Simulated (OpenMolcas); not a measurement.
**Nd³⁺: multiconfigurational calculation**

Nd³⁺, among 2 point charges of −1.5 e at 2.32 Å, linear (D∞h), whose field is part of the energies. Computed at this level: state-averaged CASSCF, active space 3 electrons in the shell 4f, basis ANO-RCC-VDZP, DKH2 scalar Hamiltonian, spin-orbit coupling by RASSI with atomic mean-field integrals (OpenMolcas).

**The input**
```
&GATEWAY
Coord
1

Nd 0.0 0.0 0.0
Basis=ANO-RCC-VDZP
Group=XYZ
NoMove
AngMom=0.0 0.0 0.0
AMFI
XField
1 Angstrom 0
0.000000 0.000000 2.320000 -1.500000
&SEWARD
&RASSCF
FileOrb=start.orb
Symmetry=2
Spin=4
nActEl=3 0 0
Inactive=15 12
Ras2=0 7
CIRoot=35 35 1
SDav=35
CIMx=300
Iter=120 100
PrWF=0.3
OrbListing=Nothing
MaxOrb=0
>>> COPY $Project.JobIph JOB001
&RASSCF
FileOrb=start.orb
Symmetry=2
Spin=2
nActEl=3 0 0
Inactive=15 12
Ras2=0 7
CIRoot=112 112 1
SDav=112
CIMx=300
Iter=120 100
PrWF=0.3
OrbListing=Nothing
MaxOrb=0
CIOnly
>>> COPY $Project.JobIph JOB002
&RASSI
NrOfJobIphs=2 35 89
1 2 3 4 5 6 7 8 9 10 11 12 13 14 15 16 17 18 19 20 21 22 23 24 25 26 27
28 29 30 31 32 33 34 35
1 2 3 4 5 6 7 8 9 10 11 12 13 14 15 16 17 18 19 20 21 22 23 24 25 26 27
28 29 30 31 32 33 34 35 36 37 38 39 40 41 42 43 44 45 46 47 48 49 50 51
52 53 54 55 56 57 58 59 60 61 62 63 64 65 66 67 68 69 70 71 72 73 74 75
76 77 78 79 80 81 82 83 84 85 86 87 88 89
IphNames
JOB001
JOB002
EJob
SpinOrbit
DIPRint=1.0
SOCoupling=1000.0
Subsets=2
Property=9
'ANGMOM' 1 'ANGMOM' 2 'ANGMOM' 3 'MLTPL  1' 1 'MLTPL  1' 2 'MLTPL  1' 3
'AMFI' 1 'AMFI' 2 'AMFI' 3
SOProperty=3
'ANGMOM' 1 'ANGMOM' 2 'ANGMOM' 3
```

The file start.orb holds starting orbitals from an earlier step. A driver script formed the levels outside the program, from RASSI's spin-orbit matrix and the active-space energies, averaged over the components of each term or state.

Launched with:
```bash
OMP_NUM_THREADS=1 MOLCAS_MEM=2252 MOLCAS_PROJECT=a pymolcas a.inp > a.log  # once for each step of the input, in one work folder
```

**The program's output (extracts)**
```
--- SEWARD ---
Basis set label: ND.ANO-RCC...7S6P4D2F1G.

      Electronic valence basis set:
      ------------------
      Associated Effective Charge  60.000000 au
      Associated Actual Charge     60.000000 au
      Nuclear Model: Point charge

      Shell  nPrim  nBasis  Cartesian Spherical Contaminant
         s      25       7        X
         p      22       6        X
         d      15       4                 X
         f      11       2                 X
         g       4       1                 X
                  Relativistic Douglas-Kroll-Hess integrals:
                    - DKH order of Hamiltonian: 2
                    - DKH order of Properties : 0
                  Atomic mean-field integrals
--- RASSCF ---
Wave function specifications:
      -----------------------------

      Number of closed shell electrons          54
      Number of electrons in active shells       3
      Max number of holes in RAS1 space          0
      Max nr of electrons in RAS3 space          0
      Number of inactive orbitals               27
      Number of active orbitals                  7
      Number of secondary orbitals              34
      Spin quantum number                      1.5
      State symmetry                             2
Orbital specifications:
      -----------------------

      Symmetry species                           1   2
                                                ag  au
      Frozen orbitals                            0   0
      Inactive orbitals                         15  12
      Active orbitals                            0   7
      RAS1 orbitals                              0   0
      RAS2 orbitals                              0   7
      RAS3 orbitals                              0   0
      Secondary orbitals                        21  13
      Deleted orbitals                           0   0
      Number of basis functions                 36  32
      Number of CSFs                            35
      Number of root(s) required                35
      Iter CI   SX   CI       RASSCF       Energy    max ROT     max BLB   max BLB  Level Ln srch  Step   QN
          iter iter root      energy       change     param      element    value   shift minimum  type update
 Nr of preliminary CI iterations:   1
      Total energies have been shifted. Add                -9000.00 au
        1   1    7    0  -616.63250572    0.00E+00  -9.17E-02   12  25 2 -2.48E-01*  0.22   0.00    SX    NO
        2   1    7    0  -616.72164624   -8.91E-02* -4.04E-02   13  26 1  6.94E-02*  0.48   0.00    SX    NO
        3   1    7    0  -616.73092266   -9.28E-03* -9.57E-03   12  25 2 -2.13E-02*  0.40   0.00    SX    NO
        4   1    6    0  -616.73177468   -8.52E-04*  4.10E-03   13  26 1  6.78E-03*  0.43   0.00    SX    NO
        5   1    6    0  -616.73187199   -9.73E-05*  7.67E-04   12  25 2 -2.24E-03*  0.42   0.80    QN   YES
        6   1    5    0  -616.73188380   -1.18E-05* -3.25E-04   12  22 2  6.86E-04*  0.42   1.14    QN   YES
        7   1    5    0  -616.73188447   -6.72E-07* -1.44E-04   12  16 2  2.50E-04*  0.42   1.24    QN   YES
        8   1    4    0  -616.73188453   -5.64E-08*  3.75E-05   12  16 2  6.09E-05   0.42   1.15    QN   YES
        9   1    3    0  -616.73188453   -4.20E-09  -9.92E-06   12  22 2 -1.98E-05   0.42   1.25    QN   YES
      Convergence after  9 iterations
       10   1    3    0  -616.73188453   -4.62E-10  -9.92E-06   12  22 2 -2.72E-06   0.42   1.25    QN   YES
      Natural orbitals and occupation numbers for root  1
      sym 2:   0.500000   0.500000   0.500000  -0.000000   0.500000   0.500000   0.500000
      Natural orbitals and occupation numbers for root  2
      sym 2:   0.500000   0.500000   0.500000  -0.000000   0.500000   0.500000   0.500000
      Natural orbitals and occupation numbers for root  3
      sym 2:   0.500000   0.500000   0.000000   1.000000  -0.000000   0.500000   0.500000
::    RASSCF root number  1 Total energy:  -9616.80199653
::    RASSCF root number  2 Total energy:  -9616.80199653
::    RASSCF root number  3 Total energy:  -9616.79938371
::    RASSCF root number  4 Total energy:  -9616.79938371
::    RASSCF root number  5 Total energy:  -9616.79862378
::    RASSCF root number  6 Total energy:  -9616.79862378
::    RASSCF root number  7 Total energy:  -9616.79819561
::    RASSCF root number  8 Total energy:  -9616.79819561
::    RASSCF root number  9 Total energy:  -9616.79772196
::    RASSCF root number 10 Total energy:  -9616.79772196
::    RASSCF root number 11 Total energy:  -9616.79728572
::    RASSCF root number 12 Total energy:  -9616.79728572
::    RASSCF root number 13 Total energy:  -9616.79710403
::    RASSCF root number 14 Total energy:  -9616.73584709
::    RASSCF root number 15 Total energy:  -9616.73471386
::    RASSCF root number 16 Total energy:  -9616.73471386
::    RASSCF root number 17 Total energy:  -9616.73273328
::    RASSCF root number 18 Total energy:  -9616.73273328
::    RASSCF root number 19 Total energy:  -9616.73251980
::    RASSCF root number 20 Total energy:  -9616.72939267
::    RASSCF root number 21 Total energy:  -9616.72939267
::    RASSCF root number 22 Total energy:  -9616.69382369
::    RASSCF root number 23 Total energy:  -9616.69382369
::    RASSCF root number 24 Total energy:  -9616.69376144
::    RASSCF root number 25 Total energy:  -9616.69376144
::    RASSCF root number 26 Total energy:  -9616.69355217
::    RASSCF root number 27 Total energy:  -9616.69260637
::    RASSCF root number 28 Total energy:  -9616.69260637
::    RASSCF root number 29 Total energy:  -9616.69250542
::    RASSCF root number 30 Total energy:  -9616.69250542
--- RASSCF ---
Wave function specifications:
      -----------------------------

      Number of closed shell electrons          54
      Number of electrons in active shells       3
      Max number of holes in RAS1 space          0
      Max nr of electrons in RAS3 space          0
      Number of inactive orbitals               27
      Number of active orbitals                  7
      Number of secondary orbitals              34
      Spin quantum number                      0.5
      State symmetry                             2
Orbital specifications:
      -----------------------

      Symmetry species                           1   2
                                                ag  au
      Frozen orbitals                            0   0
      Inactive orbitals                         15  12
      Active orbitals                            0   7
      RAS1 orbitals                              0   0
      RAS2 orbitals                              0   7
      RAS3 orbitals                              0   0
      Secondary orbitals                        21  13
      Deleted orbitals                           0   0
      Number of basis functions                 36  32
      Number of CSFs                           112
      Number of root(s) required               112
      Iter CI   SX   CI       RASSCF       Energy    max ROT     max BLB   max BLB  Level Ln srch  Step   QN
          iter iter root      energy       change     param      element    value   shift minimum  type update
 Nr of preliminary CI iterations:   1
        1   1    0    0 -9616.63106633    0.00E+00   0.00E+00   15  28 2 -7.38E-03*  0.00   0.00    SX    NO
      Natural orbitals and occupation numbers for root  1
      sym 2:   0.475826   0.475826   0.349706   0.461669   0.349706   0.443633   0.443633
      Natural orbitals and occupation numbers for root  2
      sym 2:   0.363596   0.460964   0.428395   0.479090   0.358806   0.429445   0.479704
      Natural orbitals and occupation numbers for root  3
      sym 2:   0.363596   0.479090   0.358806   0.479704   0.428395   0.429445   0.460964
::    RASSCF root number  1 Total energy:  -9616.73373918
::    RASSCF root number  2 Total energy:  -9616.73370646
::    RASSCF root number  3 Total energy:  -9616.73370646
::    RASSCF root number  4 Total energy:  -9616.73354020
::    RASSCF root number  5 Total energy:  -9616.73354020
::    RASSCF root number  6 Total energy:  -9616.73319049
::    RASSCF root number  7 Total energy:  -9616.73319049
::    RASSCF root number  8 Total energy:  -9616.73282293
::    RASSCF root number  9 Total energy:  -9616.73282293
::    RASSCF root number 10 Total energy:  -9616.73279762
::    RASSCF root number 11 Total energy:  -9616.73279762
::    RASSCF root number 12 Total energy:  -9616.71410517
::    RASSCF root number 13 Total energy:  -9616.71375971
::    RASSCF root number 14 Total energy:  -9616.71375971
::    RASSCF root number 15 Total energy:  -9616.71260049
::    RASSCF root number 16 Total energy:  -9616.71260049
::    RASSCF root number 17 Total energy:  -9616.71055844
::    RASSCF root number 18 Total energy:  -9616.71055844
::    RASSCF root number 19 Total energy:  -9616.70887160
::    RASSCF root number 20 Total energy:  -9616.70887160
::    RASSCF root number 21 Total energy:  -9616.70766129
::    RASSCF root number 22 Total energy:  -9616.70766129
::    RASSCF root number 23 Total energy:  -9616.70439958
::    RASSCF root number 24 Total energy:  -9616.70439958
::    RASSCF root number 25 Total energy:  -9616.70110229
::    RASSCF root number 26 Total energy:  -9616.70110229
::    RASSCF root number 27 Total energy:  -9616.69858308
::    RASSCF root number 28 Total energy:  -9616.69858308
::    RASSCF root number 29 Total energy:  -9616.69683348
::    RASSCF root number 30 Total energy:  -9616.69683348
--- RASSI ---
SPIN-FREE ENERGIES:
  (Shifted by EMIN (a.u.) =      -9616.8019965315)

 SF State       Relative EMIN(au)   Rel lowest level(eV)    D:o, cm**(-1)      L_eff

     1             0.0000000000        0.0000000000              0.0000         6.0
     2             0.0000000000        0.0000000000              0.0000         6.0
     3             0.0026128225        0.0710985209            573.4482         6.0
     4             0.0026128225        0.0710985209            573.4482         6.0
     5             0.0033727551        0.0917773405            740.2342         6.0
     6             0.0033727551        0.0917773405            740.2342         6.0
     7             0.0038009214        0.1034283410            834.2058         6.0
     8             0.0038009214        0.1034283410            834.2058         6.0
     9             0.0042745754        0.1163171213            938.1609         6.0
    10             0.0042745754        0.1163171213            938.1609         6.0
    11             0.0047108067        0.1281875798           1033.9026         6.0
    12             0.0047108067        0.1281875798           1033.9026         6.0
    13             0.0048925044        0.1331318274           1073.7806         6.0
    14             0.0661494411        1.8000179928          14518.1242         3.0
    15             0.0672826719        1.8308547724          14766.8396         3.0
    16             0.0672826719        1.8308547724          14766.8396         3.0
    36             0.0682573511        1.8573771451          14980.7570         5.0
    37             0.0682900747        1.8582675981          14987.9390         5.0
    38             0.0682900747        1.8582675981          14987.9390         5.0
    39             0.0684563355        1.8627917872          15024.4290         5.0
    40             0.0684563355        1.8627917872          15024.4290         5.0
    41             0.0688060434        1.8723078218          15101.1810         5.0
    42             0.0688060434        1.8723078218          15101.1810         5.0
    43             0.0691736026        1.8823096185          15181.8509         5.0
    44             0.0691736026        1.8823096185          15181.8509         5.0
    45             0.0691989076        1.8829982017          15187.4047         5.0
    46             0.0691989076        1.8829982017          15187.4047         5.0
    17             0.0692632510        1.8847490747          15201.5265         3.0
    18             0.0692632510        1.8847490747          15201.5265         3.0
    19             0.0694767350        1.8905582704          15248.3808         0.0
    20             0.0726038606        1.9756516937          15934.7055         3.1
    21             0.0726038606        1.9756516937          15934.7055         3.1
    47             0.0878913618        2.3916457927          19289.9242         4.0
    48             0.0882368171        2.4010461110          19365.7429         4.0
    49             0.0882368171        2.4010461110          19365.7429         4.0
    50             0.0893960449        2.4325903059          19620.1640         4.0
    51             0.0893960449        2.4325903059          19620.1640         4.0
    52             0.0914380877        2.4881571225          20068.3406         4.0
    53             0.0914380877        2.4881571225          20068.3406         4.0
    54             0.0931249338        2.5340585424          20438.5605         7.0
Eigenvalues of complex Hamiltonian:
   -----------------------------------
  (Shifted by EMIN (a.u.) =      -9616.8019965315)

 SO State       Relative EMIN(au)   Rel lowest level(eV)    D:o, cm**(-1)     J-value

     1            -0.0164469172        0.0000000000              0.0000         1.7
     2            -0.0164469172        0.0000000000              0.0000         1.7
     3            -0.0140563349        0.0650510579            524.6722         3.1
     4            -0.0140563349        0.0650510579            524.6722         3.1
     5            -0.0133295344        0.0848283080            684.1864         3.8
     6            -0.0133295344        0.0848283080            684.1864         3.8
     7            -0.0128058940        0.0990772873            799.1122         4.3
     8            -0.0128058940        0.0990772873            799.1122         4.3
     9            -0.0124214271        0.1095391650            883.4929         4.5
    10            -0.0124214271        0.1095391650            883.4929         4.5
    11            -0.0073491712        0.2475622795           1996.7244         1.9
    12            -0.0073491712        0.2475622795           1996.7244         1.9
    13            -0.0053958938        0.3007136658           2425.4193         3.5
    14            -0.0053958938        0.3007136658           2425.4193         3.5
    15            -0.0045016626        0.3250469367           2621.6803         4.4
    16            -0.0045016626        0.3250469367           2621.6803         4.4
    17            -0.0039346857        0.3404751639           2746.1174         4.9
    18            -0.0039346857        0.3404751639           2746.1174         4.9
    19            -0.0035660840        0.3505053277           2827.0161         5.3
    20            -0.0035660840        0.3505053277           2827.0161         5.3
    21            -0.0033891470        0.3553200283           2865.8493         5.5
    22            -0.0033891470        0.3553200283           2865.8493         5.5
    23             0.0022355501        0.5083758322           4100.3276         2.1
    24             0.0022355501        0.5083758322           4100.3276         2.1
    25             0.0041696870        0.5610063787           4524.8216         3.8
    26             0.0041696870        0.5610063787           4524.8216         3.8
    27             0.0050778688        0.5857192644           4724.1445         4.9
    28             0.0050778688        0.5857192644           4724.1445         4.9
    29             0.0056576505        0.6014959285           4851.3918         5.6
    30             0.0056576505        0.6014959285           4851.3918         5.6
    31             0.0060803483        0.6129981233           4944.1633         6.0
    32             0.0060803483        0.6129981233           4944.1633         6.0
    33             0.0063736194        0.6209784355           5008.5289         6.3
    34             0.0063736194        0.6209784355           5008.5289         6.3
    35             0.0065237163        0.6250627811           5041.4713         6.5
    36             0.0065237163        0.6250627811           5041.4713         6.5
    37             0.0121372435        0.7778146360           6273.4981         2.3
    38             0.0121372435        0.7778146360           6273.4981         2.3
    39             0.0143558896        0.8381870737           6760.4347         4.2
    40             0.0143558896        0.8381870737           6760.4347         4.2
    41             0.0152645958        0.8629142276           6959.8726         5.3
Weights of the five most important spin-orbit-free states for each spin-orbit state.

 SO State  Total energy (au)           Spin-free states, spin, and weights
 -------------------------------------------------------------------------------------------------------
    1        -0.016447       1 1.5  0.4133    2 1.5  0.4133    3 1.5  0.0665    4 1.5  0.0665   46 0.5  0.0099
    2        -0.016447       2 1.5  0.4133    1 1.5  0.4133    3 1.5  0.0665    4 1.5  0.0665   46 0.5  0.0099
    3        -0.014056       3 1.5  0.3003    4 1.5  0.3003    5 1.5  0.1445    6 1.5  0.1445    7 1.5  0.0385
    4        -0.014056       4 1.5  0.3003    3 1.5  0.3003    5 1.5  0.1445    6 1.5  0.1445    7 1.5  0.0385
    5        -0.013330       5 1.5  0.2183    6 1.5  0.2183    8 1.5  0.1825    7 1.5  0.1825   10 1.5  0.0736
    6        -0.013330       5 1.5  0.2183    6 1.5  0.2183    8 1.5  0.1825    7 1.5  0.1825   10 1.5  0.0736
    7        -0.012806       9 1.5  0.1926   10 1.5  0.1926    7 1.5  0.1560    8 1.5  0.1560   11 1.5  0.1101
    8        -0.012806       9 1.5  0.1926   10 1.5  0.1926    7 1.5  0.1560    8 1.5  0.1560   11 1.5  0.1101
    9        -0.012421      13 1.5  0.2979   12 1.5  0.2375   11 1.5  0.2375    9 1.5  0.1012   10 1.5  0.1012
   10        -0.012421      13 1.5  0.2979   12 1.5  0.2375   11 1.5  0.2375   10 1.5  0.1012    9 1.5  0.1012
   11        -0.007349       1 1.5  0.4004    2 1.5  0.4004    3 1.5  0.0870    4 1.5  0.0870    5 1.5  0.0088
   12        -0.007349       2 1.5  0.4004    1 1.5  0.4004    3 1.5  0.0870    4 1.5  0.0870    5 1.5  0.0088
```

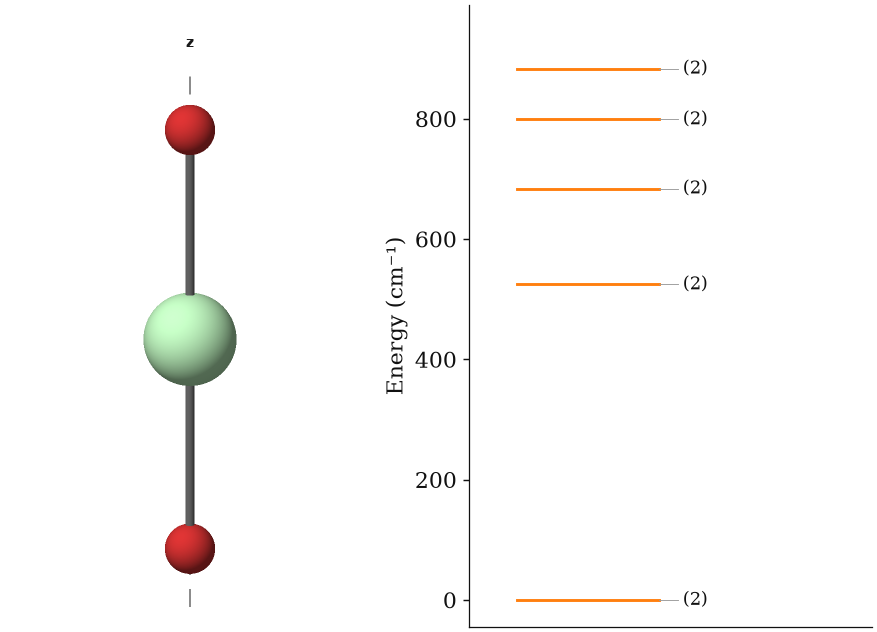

**Figure 1.** Nd³⁺ (4f³) among 2 point charges of −1.5 e at 2.32 Å, arranged as: linear (D∞h), with its levels. Labels give the representation in O, Td, D4 or D3 as the site allows (double group for half-integer spin) where it could be assigned and, in brackets, the degeneracy; spin-free states, where drawn, share the zero of the spin-orbit levels. The ground level is a Kramers doublet, 98 % from states of spin multiplicity 4 (of the 112 states of multiplicity 2, 89 enter the spin-orbit step), effective J = 4.51, with |mJ| = 9/2 the largest share (100 %). Its principal g values are 0.00, 0.00 and 6.38, easy-axis. The next level lies at 525 cm⁻¹. The lowest J multiplet spreads over 883 cm⁻¹.

**Summary**

- outcome: converged
- energy of the lowest spin-free term: −9616.80200 hartree
- energy of the lowest spin-orbit level: −9616.81844 hartree
- largest spread among components of a term: 0.0 cm⁻¹
- hardware: 1 thread of Intel Xeon @ 2.90GHz (Ice Lake), 10 GiB of memory available, shared host
- wall time: 38 s

**Remarks**

Without dynamic correlation the splittings between terms come out too large, often by 20 to 50 %. To bear in mind: high states of lower spin left out of the spin-orbit mixing; point charges have no covalency; spin-free states above about 49,000 cm⁻¹ are left out of the spin-orbit step.
